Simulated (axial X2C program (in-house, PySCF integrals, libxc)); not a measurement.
**GaP⁺: bond curves with and without spin–orbit coupling**

What are the state, bond length, wavenumber and bond energy of GaP⁺, and what does spin–orbit coupling change?

Computed with an in-house X2C program for linear molecules on PySCF integrals. Level: all-electron X2C, Ga dyall-cv3z, P dyall-v3z.

All values are calculated.

### Step 1. Set-up

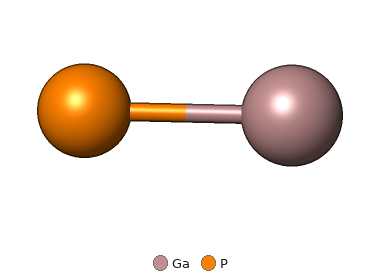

The two atoms at 2.190 Å (gallium pink, phosphorus orange).

Input file task.json:

```json
{"zs": [31, 15], "q": 1, "bas": ["dyall-cv3z", "dyall-v3z"], "levels": ["PBE0", "HF", "PBEsol"], "cc": true, "r0": 2.19, "thr": -1.0, "nmax": 90, "npts": 10, "nst": 2, "ntry": 6}
```

Keys: zs atomic numbers; q charge; bas basis sets; levels methods (HF also brings MP2); cc coupled cluster on or off; r0 starting distance in Å; thr threshold in hartree for freezing inner shells (an s shell follows its p shell); nmax most natural virtual spinors; npts points asked for on the curve; nst determinants followed; ntry starts of the search.

Started as:

```bash
$ python so2c.py task.json out
```

Spin-free means the one-electron spin-free X2C Hamiltonian; two-component (2c) means X2C with spin–orbit coupling and atomic mean-field two-electron Coulomb and Gaunt terms. Basis: Ga dyall-cv3z contracted to [9s9p7d4f1g], P dyall-v3z contracted to [8s7p2d1f]; Gaussian nuclei, density fitting. Masses: Ga 68.926 u, P 30.974 u.

Notation: σ, π±, δ± give the projection m of an orbital's angular momentum (0, ±1, ±2), α and β its spin, Λ and M_S the sums; ω is the projection of a spinor's total angular momentum and Ω the sum. Logs are in hartree.

The results follow Hamiltonian by Hamiltonian and level by level.

### Step 2. Which state to follow

PBE0 moves the distance from 2.190 Å to 2.669 Å and compares determinants there.

Spin-free determinants:

```json
{"ΔE (eV)": "0.00", "state": "M_S = 3/2, Λ = 0", "open shells": "beyond closed shells: σα, π+α, π-α"}
{"ΔE (eV)": "0.50", "state": "M_S = 1/2, Λ = 0", "open shells": "beyond closed shells: σβ, π+α, π-α"}
{"ΔE (eV)": "1.31", "state": "M_S = 1/2, Λ = 2", "open shells": "beyond closed shells: σα, π+α, π+β"}
{"ΔE (eV)": "1.31", "state": "M_S = 1/2, Λ = 0", "open shells": "beyond closed shells: σα, π+β, π-α"}
{"ΔE (eV)": "1.56", "state": "M_S = 1/2, Λ = 1", "open shells": "beyond closed shells: π+α"}
{"ΔE (eV)": "2.07", "state": "M_S = 1/2, Λ = 1", "open shells": "beyond closed shells: π+α, π+β, π-α"}
{"ΔE (eV)": "4.06", "state": "M_S = 3/2, Λ = 1", "open shells": "beyond closed shells: 2 × π+α, π-α"}
```

Two-component determinants:

| ΔE (eV) | state | open shells |
| --- | --- | --- |
| 0.00 | Ω = 3/2 | excess of +ω over −ω: ω = 3/2 |
| 0.50 | Ω = 1/2 | excess of +ω over −ω: 2 × ω = -1/2, ω = 3/2 |
| 1.27 | Ω = 1/2 | excess of +ω over −ω: ω = 1/2 |
| 1.31 | Ω = 5/2 | excess of +ω over −ω: 2 × ω = 1/2, ω = 3/2 |
| 1.35 | Ω = 1/2 | excess of +ω over −ω: ω = 1/2 |
| 4.10 | Ω = 5/2 | excess of +ω over −ω: ω = -1/2, 2 × ω = 3/2 |
| 4.85 | Ω = 7/2 | excess of +ω over −ω: ω = 1/2, 2 × ω = 3/2 |

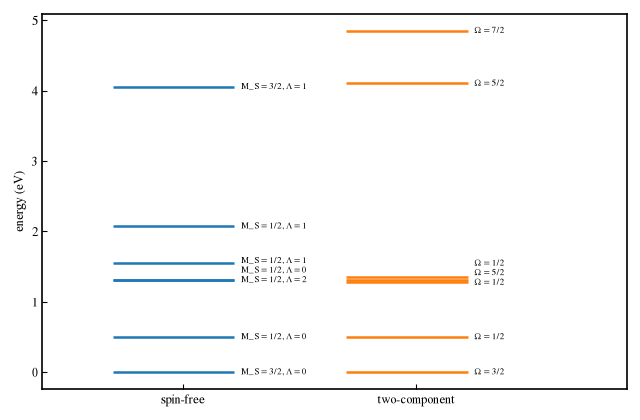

The determinants found, each set from its own lowest.

### Step 3. PBE0, spin-free

State followed: M_S = 3/2, Λ = 0 (beyond closed shells: σα, π+α, π-α). The scan is laid around 2.669 Å, a first estimate of the minimum, and this SCF restarts from the orbitals of the search.

The SCF at the reference distance of 2.669 Å:

```text
spin-free X2C-1e  PBE0
basis functions 154  fitting functions 917  grid points 5083
iter        total energy     max residual
   1      -2285.404433042     1.07e-05
   2      -2285.404433045     5.49e-06
   3      -2285.404433045     2.85e-06
converged
one-electron -3354.20253922  Coulomb 1075.39784917  exact exchange -24.23276151  xc functional -74.56158736  nuclear repulsion 92.19460587
```

Along the bond, energies from the lowest point:

```tsv
R (Å)	E (eV)	μ (D)	HOMO (eV)	LUMO (eV)	iterations
2.322	0.1601	0.23	-13.16	-9.68	11
2.429	0.0594	0.13	-13.15	-9.62	11
2.509	0.0207	0.02	-13.14	-9.56	11
2.589	0.0031	-0.10	-13.12	-9.48	11
2.669	0.0000	-0.24	-13.09	-9.38	3
2.762	0.0094	-0.44	-13.04	-9.27	10
2.856	0.0280	-0.65	-12.92	-9.14	10
2.976	0.0608	-0.96	-12.73	-8.98	10
3.123	0.1084	-1.35	-12.50	-8.79	10
3.336	0.1826	-1.95	-12.19	-8.53	10
```

Dipoles are positive if P is the positive end and refer to the centre of mass.

Outer orbitals at the reference distance:

| symmetry | occupied | ε (eV) | atomic character |
| --- | --- | --- | --- |
| δ-α | yes | -29.62 | 100% Ga d |
| δ+α | yes | -29.62 | 100% Ga d |
| δ-β | yes | -29.59 | 100% Ga d |
| δ+β | yes | -29.59 | 100% Ga d |
| σα | yes | -29.59 | 100% Ga d |
| π+α | yes | -29.57 | 100% Ga d |
| π-α | yes | -29.57 | 100% Ga d |
| π+β | yes | -29.53 | 100% Ga d |
| π-β | yes | -29.53 | 100% Ga d |
| σβ | yes | -29.52 | 100% Ga d |
| σα | yes | -23.04 | 83% P s, 7% Ga p, 5% Ga s |
| σβ | yes | -19.75 | 75% P s, 13% Ga s, 7% Ga p |
| σα | yes | -16.94 | 70% Ga s, 23% P p, 5% P s |
| σβ | yes | -15.89 | 73% Ga s, 12% P s, 11% P p |
| π-α | yes | -13.24 | 92% P p, 4% Ga p, 3% Ga d |
| π+α | yes | -13.24 | 92% P p, 4% Ga p, 3% Ga d |
| σα | yes | -13.09 | 56% P p, 23% Ga p, 18% Ga s |
| σβ | no | -9.38 | 55% P p, 34% Ga p, 8% Ga s |
| π-β | no | -8.72 | 68% P p, 28% Ga p, 3% Ga d |
| π+β | no | -8.72 | 68% P p, 28% Ga p, 3% Ga d |
| π-α | no | -7.48 | 92% Ga p, 5% P p, 3% P d |

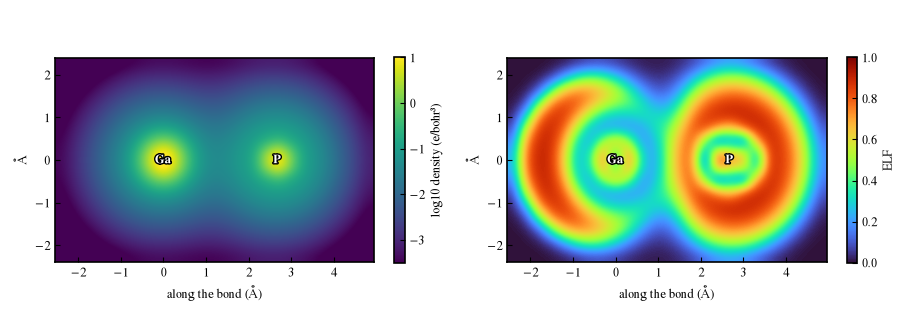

PBE0 fields in a plane through the axis, from a grid of 0.3 Å; Ga lies at z = 0 and P at z = 2.669 Å; the ELF is damped to zero where the density is low.

Re = 2.648 Å, ωe = 149.1 cm⁻¹, ωexe = 1.24 cm⁻¹, Be = 0.1125 cm⁻¹, De = 0.585 eV, μ = -0.21 D.

### Step 4. HF, spin-free

The SCF at the reference distance of 2.669 Å:

```text
spin-free X2C-1e  HF
basis functions 154  fitting functions 917  grid points 5083
iter        total energy     max residual
   1      -2283.541130214     1.74e-01
   2      -2283.566634739     9.32e-03
   3      -2283.567675523     1.24e-02
   4      -2283.568237477     1.11e-03
   5      -2283.568318749     5.98e-04
   6      -2283.568341112     2.67e-04
   7      -2283.568345920     1.25e-04
   8      -2283.568347497     5.76e-05
   9      -2283.568347846     2.40e-05
  10      -2283.568347892     1.01e-05
  11      -2283.568347900     6.01e-06
  12      -2283.568347903     1.81e-06
  13      -2283.568347903     2.23e-07
converged
one-electron -3354.72511525  Coulomb 1076.04625165  exact exchange -97.08409018  xc functional 0.00000000  nuclear repulsion 92.19460587
```

No constants are quoted: too few points lie around the minimum for a second fit to confirm the first.

### Step 5. PBEsol, spin-free

The SCF at the reference distance of 2.669 Å:

```text
spin-free X2C-1e  PBEsol
basis functions 154  fitting functions 917  grid points 5083
iter        total energy     max residual
   1      -2283.277850067     6.87e-02
   2      -2283.281911252     2.27e-02
   3      -2283.279681811     3.49e-02
   4      -2283.283665755     1.17e-03
   5      -2283.283678286     9.42e-04
   6      -2283.283696770     2.15e-04
   7      -2283.283697747     4.72e-05
   8      -2283.283697758     1.05e-05
   9      -2283.283697760     2.43e-06
  10      -2283.283697760     8.45e-07
converged
one-electron -3353.44967049  Coulomb 1074.55470498  exact exchange 0.00000000  xc functional -96.58333812  nuclear repulsion 92.19460587
```

Re = 2.561 Å, ωe = 179.3 cm⁻¹, ωexe = 1.68 cm⁻¹, Be = 0.1203 cm⁻¹, De = 0.804 eV, μ = 0.15 D.

### Step 6. Correlated methods, spin-free

Correlated methods: 7 electrons correlated (frozen shells, counted by type: Ga 3 s, 2 p, 1 d; P 2 s, 1 p), 231 virtual spinors in MP2, 89 natural virtuals in coupled cluster.

Output of the correlated part at 2.669 Å:

```text
correlated 7  virtual 231  natural virtual 89  E(MP2) -0.119774338  MP2 remainder -0.001667830
iter   CCSD correlation   residual
   1     -0.137631553   1.20e-01
   2     -0.144851227   4.79e-02
   3     -0.145505583   1.38e-02
   4     -0.145612713   5.30e-03
   5     -0.145620725   2.44e-03
   6     -0.145634286   9.51e-04
   7     -0.145639914   3.74e-04
   8     -0.145637111   1.55e-04
   9     -0.145636240   5.33e-05
  10     -0.145636316   1.89e-05
  11     -0.145636550   7.90e-06
  12     -0.145636652   3.49e-06
  13     -0.145636674   1.48e-06
  14     -0.145636673   5.38e-07
(T) -0.005609486  T1 0.0224  D1 0.0404  max T2 0.090
```

T1 in the output is the amplitude norm over the root of the electron number; divide by √2 for the Lee–Taylor value.

MP2: Re = 2.864 Å, ωe = 108.9 cm⁻¹, Be = 0.09614 cm⁻¹, De = 0.334 eV.

CCSD: No constants are quoted: too few points lie around the minimum for a second fit to confirm the first.

CCSD(T): No constants are quoted: too few points lie around the minimum for a second fit to confirm the first.

### Step 7. A higher determinant, spin-free

State: M_S = 1/2, Λ = 0 (beyond closed shells: σβ, π+α, π-α).

Output at the reference distance:

```text
spin-free X2C-1e  PBE0
basis functions 154  fitting functions 917  grid points 5083
iter        total energy     max residual
   1      -2285.386062991     1.49e-05
   2      -2285.386062996     2.02e-05
   3      -2285.386062999     5.16e-06
   4      -2285.386062999     2.23e-06
converged
one-electron -3354.08987879  Coulomb 1075.28452219  exact exchange -24.22697505  xc functional -74.54833723  nuclear repulsion 92.19460587
```

```tsv
R (Å)	E above the lowest PBE0 point (eV)
2.322	0.541
2.429	0.479
2.509	0.469
2.589	0.479
2.669	0.500
2.762	0.533
2.856	0.570
2.976	0.620
3.123	0.682
```

Re = 2.503 Å, ωe = 196.0 cm⁻¹, ωexe = 2.88 cm⁻¹, Be = 0.1259 cm⁻¹, μ = -0.08 D. ⟨S²⟩ = 1.78 against 0.75 for a pure state, so this determinant mixes spins. Te = 0.47 eV.

### Step 8. The spin-free curves together

Energy (eV) of the followed determinant, spin-free, from each level's lowest point:

```tsv
R (Å)	PBE0	HF	MP2	CCSD	CCSD(T)	PBEsol
2.322	0.160	0.482	0.294	n/a	n/a	0.108
2.429	0.059	0.313	0.158	0.166	0.136	0.026
2.509	0.021	0.221	0.093	0.098	0.074	0.003
2.589	0.003	0.152	0.050	0.053	0.035	0.000
2.669	0.000	0.100	0.023	0.024	0.012	0.012
2.762	0.009	0.057	0.005	0.006	0.000	0.037
2.856	0.028	0.029	0.000	0.000	0.000	0.071
2.976	0.061	0.008	0.005	0.005	0.011	0.120
3.123	0.108	0.000	0.023	n/a	n/a	0.186
3.336	0.183	0.008	0.062	n/a	n/a	0.281
```

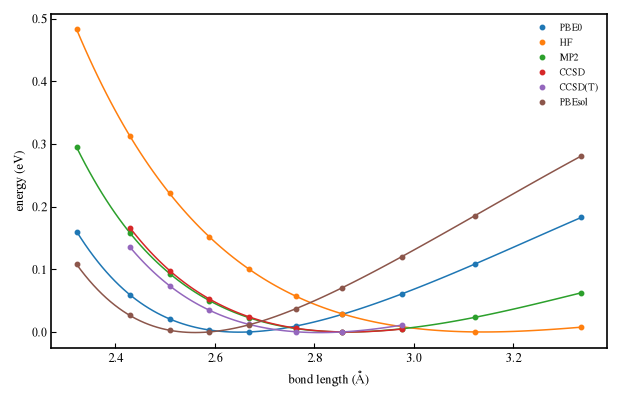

Curves of the followed state, spin-free, each from its own lowest point.

### Step 9. PBE0, 2c

State followed: Ω = 3/2 (excess of +ω over −ω: ω = 3/2). The scan is laid around 2.669 Å, a first estimate of the minimum, and this SCF restarts from the orbitals of the search.

Output at 2.669 Å:

```text
two-component X2C + atomic mean field  PBE0
basis functions 154  fitting functions 917  grid points 5083
iter        total energy     max residual
   1      -2284.753244536     9.98e-06
   2      -2284.753244552     5.79e-06
   3      -2284.753244556     4.09e-06
   4      -2284.753244559     2.63e-06
   5      -2284.753244560     5.50e-07
converged
one-electron -3352.54790920  Coulomb 1075.05608131  exact exchange -24.22533334  xc functional -74.53865524  nuclear repulsion 92.19460587  atomic mean-field constant -0.69203396
```

Along the bond, energies from the lowest point:

```tsv
R (Å)	E (eV)	μ (D)	HOMO (eV)	LUMO (eV)	iterations
2.322	0.1615	0.23	-13.16	-9.68	11
2.429	0.0602	0.13	-13.15	-9.62	11
2.509	0.0212	0.02	-13.14	-9.55	11
2.589	0.0033	-0.10	-13.12	-9.47	11
2.669	0.0000	-0.24	-13.09	-9.38	5
2.762	0.0092	-0.44	-13.04	-9.27	10
2.856	0.0277	-0.65	-12.90	-9.14	10
2.976	0.0603	-0.95	-12.71	-8.98	10
3.123	0.1077	-1.35	-12.48	-8.79	10
3.336	0.1819	-1.95	-12.17	-8.53	10
```

Dipoles are positive if P is the positive end and refer to the centre of mass.

Outer spinors at the reference distance:

| ω | occupied | ε (eV) | atomic character | λ mixture |
| --- | --- | --- | --- | --- |
| -3/2 | yes | -29.87 | 100% Ga d | 86% δ, 14% π |
| 3/2 | yes | -29.86 | 100% Ga d | 82% δ, 18% π |
| 1/2 | yes | -29.82 | 100% Ga d | 53% π, 47% σ |
| -1/2 | yes | -29.82 | 100% Ga d | 66% π, 34% σ |
| 5/2 | yes | -29.45 | 100% Ga d | 100% δ |
| -5/2 | yes | -29.43 | 100% Ga d | 100% δ |
| 3/2 | yes | -29.41 | 100% Ga d | 82% π, 18% δ |
| 1/2 | yes | -29.40 | 100% Ga d | 53% σ, 47% π |
| -3/2 | yes | -29.38 | 100% Ga d | 86% π, 14% δ |
| -1/2 | yes | -29.37 | 100% Ga d | 66% σ, 34% π |
| 1/2 | yes | -23.04 | 83% P s, 7% Ga p, 5% Ga s | 100% σ |
| -1/2 | yes | -19.75 | 75% P s, 13% Ga s, 7% Ga p | 100% σ |
| 1/2 | yes | -16.94 | 70% Ga s, 23% P p, 5% P s | 100% σ |
| -1/2 | yes | -15.89 | 73% Ga s, 12% P s, 11% P p | 100% σ |
| -1/2 | yes | -13.26 | 92% P p, 4% Ga p, 3% Ga d | 100% π |
| 3/2 | yes | -13.22 | 92% P p, 4% Ga p, 3% Ga d | 100% π |
| 1/2 | yes | -13.09 | 56% P p, 23% Ga p, 18% Ga s | 100% σ |
| -1/2 | no | -9.38 | 55% P p, 34% Ga p, 8% Ga s | 100% σ |
| 1/2 | no | -8.74 | 67% P p, 29% Ga p, 3% Ga d | 100% π |
| -3/2 | no | -8.69 | 68% P p, 28% Ga p, 3% Ga d | 100% π |
| -1/2 | no | -7.52 | 92% Ga p, 5% P p, 3% P d | 100% π |

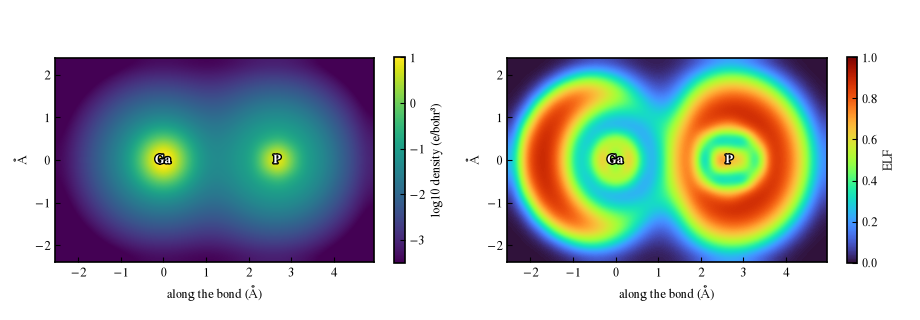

PBE0 fields in a plane through the axis, from a grid of 0.3 Å; Ga lies at z = 0 and P at z = 2.669 Å; the ELF is damped to zero where the density is low.

Re = 2.650 Å, ωe = 148.9 cm⁻¹, ωexe = 1.24 cm⁻¹, Be = 0.1123 cm⁻¹, De = 0.584 eV, μ = -0.21 D.

### Step 10. HF, 2c

The SCF at the reference distance of 2.669 Å:

```text
two-component X2C + atomic mean field  HF
basis functions 154  fitting functions 917  grid points 5083
iter        total energy     max residual
   1      -2282.890589353     1.74e-01
   2      -2282.916078983     9.38e-03
   3      -2282.917120342     1.24e-02
   4      -2282.917680853     1.11e-03
   5      -2282.917762670     5.98e-04
   6      -2282.917785595     2.68e-04
   7      -2282.917790827     1.24e-04
   8      -2282.917792757     5.75e-05
   9      -2282.917793342     3.39e-05
  10      -2282.917793531     2.47e-05
  11      -2282.917793695     1.37e-05
  12      -2282.917793790     9.35e-06
  13      -2282.917793815     6.55e-06
  14      -2282.917793830     3.04e-06
  15      -2282.917793834     1.03e-06
  16      -2282.917793834     6.93e-07
converged
one-electron -3353.06929701  Coulomb 1075.70323994  exact exchange -97.05430867  xc functional 0.00000000  nuclear repulsion 92.19460587  atomic mean-field constant -0.69203396
```

No constants are quoted: too few points lie around the minimum for a second fit to confirm the first.

### Step 11. PBEsol, 2c

The SCF at the reference distance of 2.669 Å:

```text
two-component X2C + atomic mean field  PBEsol
basis functions 154  fitting functions 917  grid points 5083
iter        total energy     max residual
   1      -2282.626913519     6.89e-02
   2      -2282.630976248     2.27e-02
   3      -2282.628752349     3.50e-02
   4      -2282.632727654     1.17e-03
   5      -2282.632740142     9.42e-04
   6      -2282.632758571     2.15e-04
   7      -2282.632759549     4.71e-05
   8      -2282.632759560     1.05e-05
   9      -2282.632759563     2.43e-06
  10      -2282.632759563     8.43e-07
converged
one-electron -3351.79557021  Coulomb 1074.21347791  exact exchange 0.00000000  xc functional -96.55323918  nuclear repulsion 92.19460587  atomic mean-field constant -0.69203396
```

Re = 2.562 Å, ωe = 179.1 cm⁻¹, ωexe = 1.68 cm⁻¹, Be = 0.1202 cm⁻¹, De = 0.803 eV, μ = 0.15 D.

### Step 12. Correlated methods, 2c

Correlated methods: 7 electrons correlated (frozen shells, counted by type: Ga 3 s, 2 p, 1 d; P 2 s, 1 p), 231 virtual spinors in MP2, 90 natural virtuals in coupled cluster.

Output of the correlated part at 2.669 Å:

```text
correlated 7  virtual 231  natural virtual 90  E(MP2) -0.119755303  MP2 remainder -0.001606827
iter   CCSD correlation   residual
   1     -0.137650260   1.20e-01
   2     -0.144867769   4.80e-02
   3     -0.145524311   1.39e-02
   4     -0.145632650   5.34e-03
   5     -0.145641200   2.46e-03
   6     -0.145655041   9.67e-04
   7     -0.145660805   3.91e-04
   8     -0.145657927   1.75e-04
   9     -0.145656935   7.98e-05
  10     -0.145656898   4.90e-05
  11     -0.145657353   3.32e-05
  12     -0.145657591   2.05e-05
  13     -0.145657616   1.11e-05
  14     -0.145657585   6.40e-06
  15     -0.145657602   3.77e-06
(T) -0.005617856  T1 0.0226  D1 0.0406  max T2 0.085
```

MP2: Re = 2.866 Å, ωe = 108.8 cm⁻¹, Be = 0.09602 cm⁻¹, De = 0.333 eV.

CCSD: No constants are quoted: too few points lie around the minimum for a second fit to confirm the first.

CCSD(T): No constants are quoted: too few points lie around the minimum for a second fit to confirm the first.

### Step 13. A higher determinant, 2c

State: Ω = 1/2 (excess of +ω over −ω: 2 × ω = -1/2, ω = 3/2).

Output at the reference distance:

```text
two-component X2C + atomic mean field  PBE0
basis functions 154  fitting functions 917  grid points 5083
iter        total energy     max residual
   1      -2284.734875741     5.65e-06
   2      -2284.734875742     5.72e-06
converged
one-electron -3352.43530517  Coulomb 1074.94280365  exact exchange -24.21954527  xc functional -74.52540087  nuclear repulsion 92.19460587  atomic mean-field constant -0.69203396
```

```tsv
R (Å)	E above the lowest PBE0 point (eV)
2.322	0.542
2.429	0.480
2.509	0.470
2.589	0.479
2.669	0.500
2.762	0.533
2.856	0.570
2.976	0.620
3.123	0.682
```

Re = 2.504 Å, ωe = 195.7 cm⁻¹, ωexe = 2.87 cm⁻¹, Be = 0.1258 cm⁻¹, μ = -0.08 D. Te = 0.47 eV.

### Step 14. The 2c curves together

Energy (eV) of the followed determinant, 2c, from each level's lowest point:

```tsv
R (Å)	PBE0	HF	MP2	CCSD	CCSD(T)	PBEsol
2.322	0.161	0.484	0.296	n/a	n/a	0.109
2.429	0.060	0.314	0.159	0.168	0.137	0.027
2.509	0.021	0.222	0.094	0.099	0.074	0.003
2.589	0.003	0.152	0.051	0.053	0.035	0.000
2.669	0.000	0.100	0.023	0.024	0.012	0.011
2.762	0.009	0.057	0.006	0.006	0.001	0.037
2.856	0.028	0.029	0.000	0.000	0.000	0.070
2.976	0.060	0.008	0.005	0.004	0.010	0.120
3.123	0.108	0.000	0.023	n/a	n/a	0.185
3.336	0.182	0.007	0.062	n/a	n/a	0.280
```

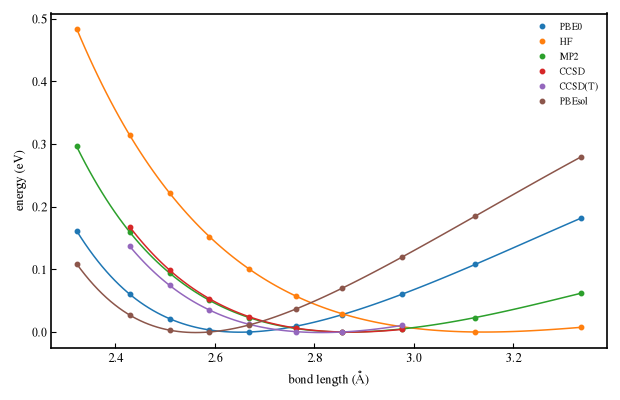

Curves of the followed state, 2c, each from its own lowest point.

Time for the job: 2.3 min (1 thread of Arm Neoverse N1, shared host).

### Step 15. What came out

Lowest determinant that the search found at its distance, spin-free: M_S = 3/2, Λ = 0 (beyond closed shells: σα, π+α, π-α).

Lowest determinant that the search found at its distance, 2c: Ω = 3/2 (excess of +ω over −ω: ω = 3/2).

```csv
Hamiltonian,level,Re (Å),ωe (cm⁻¹),De (eV),μ (D)
spin-free,PBE0,2.648,149.1,0.585,-0.21
spin-free,MP2,2.864,108.9,0.334,n/a
spin-free,PBEsol,2.561,179.3,0.804,0.15
2c,PBE0,2.650,148.9,0.584,-0.21
2c,MP2,2.866,108.8,0.333,n/a
2c,PBEsol,2.562,179.1,0.803,0.15
```

Dipoles are positive if P is the positive end and refer to the centre of mass. No constants: spin-free HF (too few points lie around the minimum for a second fit to confirm the first); spin-free CCSD (too few points lie around the minimum for a second fit to confirm the first); spin-free CCSD(T) (too few points lie around the minimum for a second fit to confirm the first); 2c HF (too few points lie around the minimum for a second fit to confirm the first); 2c CCSD (too few points lie around the minimum for a second fit to confirm the first); 2c CCSD(T) (too few points lie around the minimum for a second fit to confirm the first).

Time per point (s) on 1 thread of Arm Neoverse N1, shared host (2c runs); the times are rough: PBE0 0.7, MP2 0.69, PBEsol 0.37.

**Reading.** At MP2, going from spin-free to two-component changes Re by +2 mÅ, ωe by -0.2 %; the spin-free picture holds up (part of it comes from the scalar share of the two-electron terms). It costs about 1.5 times the time. De moves by 0.00 eV; both De rest on single-determinant atoms, which can miss part of an open shell's spin–orbit lowering.

De refers to Ga+ + P, each in the lowest determinant found, which need not be this curve's own limit. The state is a single determinant with fixed occupations, the lowest that a limited PBE0 search found. De is counted from the lowest determinant-based energies of the atoms at the same level, without counterpoise correction. Density functionals use the spin component along the axis (collinear). With several unpaired electrons one determinant need not be a pure state. With the outer-core shells frozen, correlated bond lengths of heavy atoms tend to come out a few hundredths of an ångström too long.
